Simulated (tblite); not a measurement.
# C$_{4}$H$_{13}$PSi$_{2}$: geometry relaxation (part 2 of 4)

The same run, continued: C$_{4}$H$_{13}$PSi$_{2}$; GFN2-xTB geometry optimisation, gas phase (tblite 0.8.0). It belongs to a series of runs on one base structure; here: constitutional isomer.

Geometry of the input (Å):
```
C  -1.1060  -2.1524  -0.5254
Si -0.6860  -0.9843  0.8263
C  -1.5999  0.6737  0.7005
C  -0.8108  1.6745  -0.1822
C  0.6517  1.7488  0.3147
Si 1.3952  0.0092  0.4788
P  2.3545  -0.5995  -1.4170
H  -0.4444  -3.0149  -0.5312
H  -2.1332  -2.5238  -0.4101
H  -1.0538  -1.6701  -1.5014
H  -0.8356  -1.5839  2.1899
H  -1.7362  1.0861  1.7072
H  -2.6123  0.5178  0.2869
H  -0.8355  1.3459  -1.2268
H  -1.2769  2.6679  -0.1287
H  0.6830  2.2411  1.3002
H  1.2473  2.3626  -0.3797
H  2.3330  -0.0918  1.6323
H  2.8995  -1.8256  -0.9611
H  3.5613  0.1296  -1.2609
```

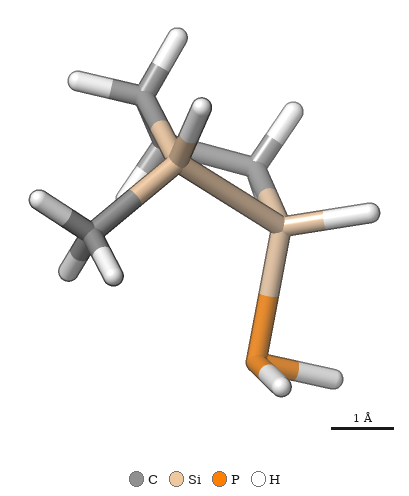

The geometry at step 44 of the log (stick view, seen at a tilt).

## Trajectory as extended XYZ, continued
```
20
Properties=species:S:1:pos:R:3:forces:R:3 step=28 energy=-575.22851
C    -1.1543   -2.1953   -0.5421   -0.0010   0.0080   0.0150
Si   -0.6568   -0.9971    0.8518    0.0110  -0.0070   0.0060
C    -1.5886    0.6724    0.7147    0.0070  -0.0100   0.0040
C    -0.7788    1.6359   -0.1557   -0.0010  -0.0040  -0.0030
C     0.6655    1.7658    0.3283   -0.0050   0.0100   0.0010
Si    1.4184    0.0092    0.5156   -0.0320   0.0150   0.0260
P     2.3664   -0.5545   -1.4499   -0.0090   0.0050  -0.0480
H    -0.5054   -3.0665   -0.5464   -0.0190  -0.0020  -0.0070
H    -2.1765   -2.5448   -0.4292   -0.0010  -0.0030  -0.0190
H    -1.0682   -1.7199   -1.5158    0.0050  -0.0090   0.0110
H    -0.9617   -1.6261    2.1478    0.0160   0.0010   0.0030
H    -1.7047    1.1080    1.7086   -0.0040   0.0000  -0.0010
H    -2.5914    0.5646    0.3010    0.0040   0.0060   0.0070
H    -0.7766    1.2739   -1.1877    0.0000  -0.0030  -0.0040
H    -1.2570    2.6204   -0.1564    0.0050  -0.0020  -0.0250
H     0.6717    2.2706    1.2953    0.0100  -0.0060   0.0080
H     1.2254    2.3966   -0.3630   -0.0010   0.0070   0.0020
H     2.4402    0.0528    1.5809   -0.0050  -0.0050   0.0170
H     2.8669   -1.7532   -0.9764   -0.0050  -0.0140   0.0010
H     3.5603    0.0978   -1.2092    0.0270   0.0140   0.0060
20
Properties=species:S:1:pos:R:3:forces:R:3 step=31 energy=-575.22905
C    -1.1561   -2.1954   -0.5416   -0.0010  -0.0040   0.0040
Si   -0.6544   -0.9984    0.8522   -0.0050  -0.0060   0.0000
C    -1.5858    0.6718    0.7146    0.0010  -0.0050   0.0020
C    -0.7780    1.6335   -0.1593    0.0020  -0.0040   0.0020
C     0.6645    1.7667    0.3285    0.0020   0.0110   0.0060
Si    1.4186    0.0110    0.5204    0.0140   0.0080  -0.0300
P     2.3662   -0.5487   -1.4517    0.0070   0.0140   0.0190
H    -0.5123   -3.0704   -0.5464   -0.0170  -0.0030   0.0080
H    -2.1805   -2.5398   -0.4289    0.0100   0.0030  -0.0220
H    -1.0658   -1.7236   -1.5168   -0.0050   0.0030   0.0190
H    -0.9572   -1.6297    2.1476    0.0120   0.0050   0.0020
H    -1.6966    1.1108    1.7078   -0.0150  -0.0100  -0.0010
H    -2.5899    0.5652    0.3037    0.0020   0.0010   0.0150
H    -0.7748    1.2690   -1.1904    0.0060  -0.0050  -0.0030
H    -1.2564    2.6179   -0.1632   -0.0030  -0.0040  -0.0230
H     0.6656    2.2703    1.2959    0.0100   0.0000   0.0140
H     1.2241    2.4012   -0.3596    0.0080  -0.0050  -0.0010
H     2.4411    0.0523    1.5869   -0.0190  -0.0020  -0.0010
H     2.8597   -1.7540   -0.9822   -0.0050   0.0190  -0.0100
H     3.5630    0.1009   -1.2055   -0.0050  -0.0180  -0.0010
20
Properties=species:S:1:pos:R:3:forces:R:3 step=33 energy=-575.22944
C    -1.1575   -2.1955   -0.5404   -0.0020  -0.0100  -0.0060
Si   -0.6529   -1.0000    0.8524    0.0070   0.0160   0.0010
C    -1.5835    0.6707    0.7149   -0.0040   0.0130  -0.0030
C    -0.7772    1.6314   -0.1618    0.0060   0.0040   0.0010
C     0.6638    1.7685    0.3295    0.0070  -0.0060   0.0030
Si    1.4193    0.0135    0.5214    0.0210  -0.0070  -0.0290
P     2.3662   -0.5433   -1.4526    0.0090   0.0120   0.0320
H    -0.5191   -3.0735   -0.5457    0.0080  -0.0210   0.0170
H    -2.1825   -2.5362   -0.4313   -0.0230   0.0000  -0.0060
H    -1.0646   -1.7259   -1.5156    0.0040   0.0250  -0.0060
H    -0.9530   -1.6317    2.1477    0.0070   0.0030   0.0090
H    -1.6927    1.1115    1.7073   -0.0070  -0.0100   0.0060
H    -2.5888    0.5658    0.3074   -0.0090  -0.0090   0.0030
H    -0.7726    1.2649   -1.1926    0.0160  -0.0110   0.0130
H    -1.2563    2.6156   -0.1709   -0.0100  -0.0090  -0.0100
H     0.6628    2.2702    1.2982    0.0020   0.0050   0.0010
H     1.2242    2.4037   -0.3574    0.0070  -0.0010   0.0020
H     2.4400    0.0522    1.5911   -0.0270   0.0000  -0.0150
H     2.8543   -1.7527   -0.9870   -0.0050   0.0270  -0.0120
H     3.5651    0.1015   -1.2026   -0.0060  -0.0220  -0.0020
20
Properties=species:S:1:pos:R:3:forces:R:3 step=35 energy=-575.22994
C    -1.1598   -2.1967   -0.5394   -0.0030  -0.0060  -0.0090
Si   -0.6503   -1.0014    0.8526    0.0110   0.0160  -0.0060
C    -1.5806    0.6700    0.7152   -0.0090   0.0140  -0.0020
C    -0.7755    1.6286   -0.1650    0.0040   0.0070   0.0040
C     0.6636    1.7708    0.3311    0.0060  -0.0150  -0.0030
Si    1.4216    0.0167    0.5211   -0.0130  -0.0130   0.0060
P     2.3665   -0.5341   -1.4518   -0.0070   0.0090  -0.0090
H    -0.5287   -3.0799   -0.5434    0.0180  -0.0160   0.0190
H    -2.1873   -2.5311   -0.4351   -0.0320   0.0040   0.0110
H    -1.0626   -1.7277   -1.5141    0.0140   0.0260  -0.0150
H    -0.9470   -1.6345    2.1483    0.0060   0.0080   0.0050
H    -1.6874    1.1119    1.7072    0.0030  -0.0050   0.0120
H    -2.5877    0.5662    0.3127   -0.0130  -0.0160  -0.0130
H    -0.7680    1.2577   -1.1945    0.0250  -0.0180   0.0230
H    -1.2567    2.6116   -0.1827   -0.0120  -0.0060   0.0070
H     0.6589    2.2705    1.3013   -0.0030   0.0030  -0.0170
H     1.2246    2.4075   -0.3538    0.0040   0.0020   0.0070
H     2.4369    0.0528    1.5957   -0.0200   0.0010  -0.0180
H     2.8460   -1.7490   -0.9947    0.0030   0.0100  -0.0040
H     3.5682    0.1007   -1.1984    0.0190  -0.0090   0.0030
20
Properties=species:S:1:pos:R:3:forces:R:3 step=37 energy=-575.23036
C    -1.1621   -2.1982   -0.5392   -0.0040   0.0050  -0.0030
Si   -0.6478   -1.0016    0.8524   -0.0160  -0.0080  -0.0130
C    -1.5789    0.6701    0.7153   -0.0080  -0.0060   0.0060
C    -0.7738    1.6268   -0.1671   -0.0050  -0.0020   0.0060
C     0.6639    1.7719    0.3322   -0.0040  -0.0020  -0.0030
Si    1.4225    0.0182    0.5208   -0.0310  -0.0060   0.0130
P     2.3666   -0.5261   -1.4515   -0.0030   0.0060  -0.0360
H    -0.5354   -3.0857   -0.5404   -0.0020   0.0150   0.0100
H    -2.1928   -2.5265   -0.4377    0.0020   0.0150   0.0110
H    -1.0600   -1.7274   -1.5135    0.0150  -0.0010   0.0040
H    -0.9414   -1.6359    2.1492    0.0080   0.0160  -0.0070
H    -1.6832    1.1120    1.7077    0.0030   0.0000   0.0070
H    -2.5876    0.5654    0.3160    0.0000  -0.0110  -0.0150
H    -0.7625    1.2506   -1.1944    0.0220  -0.0190   0.0120
H    -1.2579    2.6080   -0.1916   -0.0050   0.0020   0.0140
H     0.6558    2.2708    1.3026   -0.0010   0.0020  -0.0130
H     1.2251    2.4108   -0.3506    0.0030  -0.0030   0.0050
H     2.4328    0.0532    1.5981    0.0000   0.0010  -0.0030
H     2.8396   -1.7452   -1.0012    0.0040  -0.0040  -0.0010
H     3.5720    0.0993   -1.1951    0.0240  -0.0010   0.0050
20
Properties=species:S:1:pos:R:3:forces:R:3 step=39 energy=-575.23070
C    -1.1637   -2.1987   -0.5392   -0.0020   0.0130   0.0050
Si   -0.6473   -1.0020    0.8515   -0.0290  -0.0120  -0.0040
C    -1.5787    0.6700    0.7157   -0.0030  -0.0150   0.0050
C    -0.7731    1.6255   -0.1678   -0.0080  -0.0110   0.0050
C     0.6638    1.7723    0.3326   -0.0100   0.0080   0.0030
Si    1.4209    0.0185    0.5209   -0.0060  -0.0030  -0.0110
P     2.3668   -0.5204   -1.4536    0.0200   0.0020  -0.0100
H    -0.5396   -3.0884   -0.5372   -0.0150   0.0270   0.0010
H    -2.1965   -2.5224   -0.4388    0.0200   0.0170   0.0030
H    -1.0568   -1.7265   -1.5128    0.0090  -0.0210   0.0100
H    -0.9364   -1.6352    2.1497    0.0040   0.0140  -0.0050
H    -1.6808    1.1118    1.7086   -0.0050  -0.0010  -0.0040
H    -2.5878    0.5638    0.3170    0.0100   0.0000  -0.0080
H    -0.7572    1.2446   -1.1931    0.0060  -0.0110  -0.0010
H    -1.2592    2.6057   -0.1964    0.0020  -0.0010   0.0110
H     0.6538    2.2712    1.3025    0.0000   0.0060   0.0050
H     1.2259    2.4127   -0.3482   -0.0010  -0.0090  -0.0030
H     2.4288    0.0528    1.5994    0.0110  -0.0010   0.0040
H     2.8357   -1.7425   -1.0057   -0.0050  -0.0020  -0.0080
H     3.5761    0.0979   -1.1928    0.0030  -0.0010   0.0020
20
Properties=species:S:1:pos:R:3:forces:R:3 step=41 energy=-575.23093
C    -1.1651   -2.1982   -0.5388    0.0010   0.0110   0.0040
Si   -0.6483   -1.0028    0.8505    0.0000   0.0080   0.0100
C    -1.5784    0.6690    0.7163    0.0000  -0.0020  -0.0020
C    -0.7730    1.6238   -0.1684    0.0000  -0.0070   0.0020
C     0.6630    1.7730    0.3333   -0.0040   0.0000   0.0080
Si    1.4196    0.0188    0.5205    0.0140  -0.0020  -0.0150
P     2.3680   -0.5158   -1.4558    0.0190   0.0000   0.0120
H    -0.5438   -3.0892   -0.5348   -0.0060   0.0080   0.0020
H    -2.1985   -2.5180   -0.4393    0.0010   0.0090  -0.0020
H    -1.0540   -1.7275   -1.5121    0.0040  -0.0140  -0.0080
H    -0.9325   -1.6342    2.1496   -0.0030   0.0040   0.0070
H    -1.6788    1.1116    1.7091   -0.0110  -0.0030  -0.0070
H    -2.5873    0.5627    0.3175    0.0030   0.0050  -0.0040
H    -0.7528    1.2394   -1.1925   -0.0090  -0.0010   0.0000
H    -1.2601    2.6036   -0.1997    0.0030  -0.0100   0.0050
H     0.6520    2.2719    1.3030    0.0000   0.0060   0.0110
H     1.2265    2.4134   -0.3465   -0.0080  -0.0100  -0.0060
H     2.4269    0.0527    1.6007    0.0040  -0.0030  -0.0070
H     2.8322   -1.7406   -1.0099   -0.0070  -0.0010  -0.0120
H     3.5795    0.0968   -1.1906   -0.0020   0.0010   0.0020
20
Properties=species:S:1:pos:R:3:forces:R:3 step=44 energy=-575.23117
C    -1.1669   -2.1965   -0.5380    0.0030  -0.0010  -0.0040
Si   -0.6481   -1.0028    0.8509    0.0280   0.0060   0.0050
C    -1.5776    0.6677    0.7166   -0.0040   0.0060  -0.0020
C    -0.7723    1.6205   -0.1694    0.0060   0.0040   0.0020
C     0.6620    1.7738    0.3355    0.0080  -0.0100   0.0010
Si    1.4207    0.0196    0.5190    0.0020   0.0050   0.0120
P     2.3711   -0.5090   -1.4568   -0.0110   0.0050  -0.0080
H    -0.5508   -3.0905   -0.5315    0.0050  -0.0110   0.0120
H    -2.2017   -2.5110   -0.4403   -0.0120   0.0070  -0.0020
H    -1.0503   -1.7311   -1.5128    0.0000   0.0060  -0.0120
H    -0.9291   -1.6336    2.1504   -0.0060  -0.0010   0.0120
H    -1.6770    1.1114    1.7086   -0.0130   0.0020   0.0030
H    -2.5864    0.5624    0.3184   -0.0100  -0.0010  -0.0070
H    -0.7488    1.2323   -1.1921   -0.0100   0.0050   0.0030
H    -1.2607    2.5992   -0.2044   -0.0030  -0.0020  -0.0010
H     0.6489    2.2736    1.3052    0.0000  -0.0060  -0.0050
H     1.2256    2.4136   -0.3447   -0.0090  -0.0030  -0.0010
H     2.4261    0.0533    1.6013    0.0030  -0.0050  -0.0110
H     2.8261   -1.7386   -1.0173    0.0040  -0.0110  -0.0060
H     3.5839    0.0963   -1.1867    0.0190   0.0050   0.0090
20
Properties=species:S:1:pos:R:3:forces:R:3 step=46 energy=-575.23134
C    -1.1676   -2.1950   -0.5377    0.0040  -0.0070  -0.0040
Si   -0.6463   -1.0019    0.8520    0.0060  -0.0120  -0.0040
C    -1.5779    0.6671    0.7167   -0.0050  -0.0030   0.0040
C    -0.7716    1.6186   -0.1692   -0.0050   0.0050   0.0020
C     0.6618    1.7734    0.3371    0.0020  -0.0030  -0.0080
Si    1.4214    0.0199    0.5179   -0.0010   0.0030   0.0120
P     2.3735   -0.5047   -1.4579   -0.0070   0.0060  -0.0100
H    -0.5544   -3.0911   -0.5282   -0.0020  -0.0090   0.0120
H    -2.2042   -2.5057   -0.4413    0.0030   0.0100  -0.0030
H    -1.0474   -1.7330   -1.5142   -0.0010   0.0080   0.0050
H    -0.9271   -1.6322    2.1524   -0.0030   0.0010   0.0030
H    -1.6784    1.1112    1.7084   -0.0130   0.0050   0.0050
H    -2.5865    0.5620    0.3174   -0.0040  -0.0060  -0.0050
H    -0.7473    1.2284   -1.1910   -0.0060   0.0070  -0.0020
H    -1.2613    2.5962   -0.2063   -0.0020   0.0120  -0.0030
H     0.6476    2.2743    1.3064    0.0030  -0.0120  -0.0090
H     1.2240    2.4129   -0.3443   -0.0010   0.0050   0.0010
H     2.4253    0.0525    1.6003    0.0160  -0.0050   0.0020
H     2.8229   -1.7383   -1.0226    0.0050  -0.0050  -0.0060
H     3.5883    0.0961   -1.1840    0.0100  -0.0030   0.0090
20
Properties=species:S:1:pos:R:3:forces:R:3 step=48 energy=-575.23148
C    -1.1672   -2.1942   -0.5378    0.0030  -0.0050   0.0040
Si   -0.6450   -1.0018    0.8527   -0.0190  -0.0070  -0.0020
C    -1.5791    0.6667    0.7170   -0.0020  -0.0050   0.0040
C    -0.7720    1.6182   -0.1683   -0.0130   0.0020   0.0000
C     0.6618    1.7726    0.3373   -0.0080   0.0050  -0.0110
Si    1.4218    0.0199    0.5176    0.0060  -0.0050  -0.0030
P     2.3749   -0.5033   -1.4592    0.0130   0.0020   0.0080
H    -0.5550   -3.0912   -0.5255   -0.0090  -0.0060   0.0030
H    -2.2047   -2.5026   -0.4420    0.0090   0.0080  -0.0020
H    -1.0458   -1.7330   -1.5147    0.0040   0.0030   0.0140
H    -0.9264   -1.6304    2.1543    0.0000   0.0010  -0.0070
H    -1.6819    1.1112    1.7085   -0.0090   0.0010  -0.0020
H    -2.5872    0.5613    0.3156    0.0060  -0.0080   0.0000
H    -0.7480    1.2281   -1.1901   -0.0050   0.0060  -0.0030
H    -1.2618    2.5958   -0.2059    0.0020   0.0120   0.0000
H     0.6480    2.2737    1.3062    0.0040  -0.0090  -0.0030
H     1.2228    2.4120   -0.3447    0.0060   0.0090  -0.0020
H     2.4258    0.0508    1.5991    0.0210  -0.0030   0.0080
H     2.8227   -1.7389   -1.0254   -0.0010   0.0100  -0.0110
H     3.5912    0.0957   -1.1825   -0.0080  -0.0110   0.0050
20
Properties=species:S:1:pos:R:3:forces:R:3 step=50 energy=-575.23170
C    -1.1668   -2.1935   -0.5375    0.0000   0.0020   0.0150
Si   -0.6438   -1.0023    0.8534   -0.0220   0.0170   0.0060
C    -1.5805    0.6656    0.7178    0.0040   0.0050  -0.0050
C    -0.7732    1.6172   -0.1679   -0.0070   0.0020  -0.0050
C     0.6610    1.7718    0.3370   -0.0070   0.0050  -0.0060
Si    1.4233    0.0200    0.5175    0.0060  -0.0110  -0.0090
P     2.3778   -0.4987   -1.4609    0.0180  -0.0020   0.0200
H    -0.5590   -3.0933   -0.5203   -0.0120  -0.0040  -0.0110
H    -2.2060   -2.4953   -0.4434    0.0010  -0.0040   0.0000
H    -1.0426   -1.7334   -1.5146    0.0160  -0.0040   0.0140
H    -0.9249   -1.6285    2.1565    0.0010  -0.0020  -0.0120
H    -1.6867    1.1116    1.7086   -0.0020  -0.0070  -0.0090
H    -2.5876    0.5593    0.3137    0.0090  -0.0130   0.0040
H    -0.7486    1.2264   -1.1895   -0.0070   0.0050   0.0000
H    -1.2625    2.5954   -0.2073    0.0040   0.0010   0.0070
H     0.6477    2.2721    1.3061    0.0020  -0.0030   0.0040
H     1.2214    2.4121   -0.3448    0.0050   0.0070  -0.0030
H     2.4291    0.0486    1.5985    0.0110   0.0000   0.0000
H     2.8206   -1.7386   -1.0325   -0.0050   0.0170  -0.0120
H     3.5962    0.0941   -1.1782   -0.0140  -0.0130   0.0020
20
Properties=species:S:1:pos:R:3:forces:R:3 step=52 energy=-575.23192
C    -1.1675   -2.1928   -0.5361   -0.0050   0.0040   0.0150
Si   -0.6428   -1.0023    0.8543    0.0030   0.0220   0.0060
C    -1.5808    0.6644    0.7184    0.0030   0.0130  -0.0120
C    -0.7740    1.6150   -0.1687    0.0090   0.0060  -0.0060
C     0.6597    1.7717    0.3370    0.0070  -0.0030   0.0020
Si    1.4259    0.0205    0.5177   -0.0060  -0.0010   0.0030
P     2.3818   -0.4901   -1.4617   -0.0060   0.0020   0.0050
H    -0.5678   -3.0980   -0.5143   -0.0100  -0.0010  -0.0140
H    -2.2095   -2.4850   -0.4454   -0.0080  -0.0110   0.0010
H    -1.0369   -1.7356   -1.5136    0.0240  -0.0050   0.0120
H    -0.9223   -1.6276    2.1577   -0.0010  -0.0060  -0.0060
H    -1.6894    1.1118    1.7081    0.0050  -0.0070  -0.0060
H    -2.5871    0.5563    0.3134    0.0000  -0.0140   0.0000
H    -0.7476    1.2215   -1.1892   -0.0100   0.0040  -0.0030
H    -1.2632    2.5932   -0.2120    0.0000  -0.0040   0.0120
H     0.6453    2.2706    1.3069   -0.0010   0.0000   0.0020
H     1.2201    2.4140   -0.3435   -0.0010   0.0000   0.0000
H     2.4336    0.0475    1.5986   -0.0070   0.0030  -0.0140
H     2.8149   -1.7361   -1.0443    0.0000   0.0020  -0.0040
H     3.6025    0.0915   -1.1712    0.0040  -0.0040   0.0050
20
Properties=species:S:1:pos:R:3:forces:R:3 step=54 energy=-575.23212
C    -1.1687   -2.1920   -0.5337   -0.0060  -0.0010   0.0030
Si   -0.6418   -1.0008    0.8555    0.0180  -0.0050  -0.0010
C    -1.5808    0.6641    0.7180   -0.0010   0.0020  -0.0060
C    -0.7740    1.6133   -0.1699    0.0100   0.0050  -0.0020
C     0.6591    1.7717    0.3373    0.0100  -0.0030   0.0050
Si    1.4276    0.0208    0.5179   -0.0120   0.0090   0.0060
P     2.3852   -0.4815   -1.4621   -0.0180   0.0060  -0.0120
H    -0.5772   -3.1024   -0.5096   -0.0040   0.0010  -0.0010
H    -2.2135   -2.4762   -0.4473   -0.0060  -0.0060   0.0010
H    -1.0297   -1.7381   -1.5116    0.0170   0.0000   0.0100
H    -0.9196   -1.6271    2.1583   -0.0030  -0.0060   0.0020
H    -1.6911    1.1116    1.7071    0.0070   0.0030   0.0010
H    -2.5865    0.5526    0.3132   -0.0060  -0.0070  -0.0070
H    -0.7468    1.2168   -1.1891   -0.0060   0.0080  -0.0090
H    -1.2638    2.5906   -0.2157   -0.0010   0.0050   0.0110
H     0.6429    2.2694    1.3078   -0.0010   0.0010  -0.0010
H     1.2189    2.4158   -0.3420   -0.0010  -0.0050   0.0030
H     2.4367    0.0468    1.5978   -0.0120   0.0050  -0.0150
H     2.8093   -1.7333   -1.0556    0.0030  -0.0120   0.0030
H     3.6087    0.0887   -1.1643    0.0140   0.0020   0.0080
20
Properties=species:S:1:pos:R:3:forces:R:3 step=57 energy=-575.23230
C    -1.1690   -2.1913   -0.5313    0.0010  -0.0060  -0.0020
Si   -0.6407   -0.9998    0.8570   -0.0020  -0.0150   0.0020
C    -1.5821    0.6641    0.7170    0.0030  -0.0130   0.0020
C    -0.7744    1.6140   -0.1697   -0.0080  -0.0020   0.0020
C     0.6593    1.7708    0.3369   -0.0090   0.0050   0.0000
Si    1.4273    0.0207    0.5174    0.0010   0.0000  -0.0130
P     2.3868   -0.4787   -1.4631    0.0090  -0.0030  -0.0020
H    -0.5807   -3.1036   -0.5071    0.0020  -0.0060   0.0110
H    -2.2148   -2.4729   -0.4483   -0.0010   0.0040  -0.0030
H    -1.0229   -1.7382   -1.5084    0.0020   0.0040   0.0010
H    -0.9191   -1.6261    2.1596   -0.0020  -0.0040   0.0050
H    -1.6954    1.1112    1.7062    0.0060   0.0030  -0.0060
H    -2.5869    0.5485    0.3103    0.0060   0.0040  -0.0040
H    -0.7499    1.2186   -1.1896    0.0030   0.0140  -0.0030
H    -1.2640    2.5917   -0.2128    0.0030   0.0040   0.0060
H     0.6436    2.2679    1.3077   -0.0020   0.0060   0.0020
H     1.2181    2.4154   -0.3426    0.0070  -0.0020   0.0010
H     2.4380    0.0453    1.5944   -0.0040   0.0070   0.0000
H     2.8088   -1.7335   -1.0610   -0.0090   0.0000   0.0000
H     3.6128    0.0865   -1.1604   -0.0070  -0.0010   0.0020
```
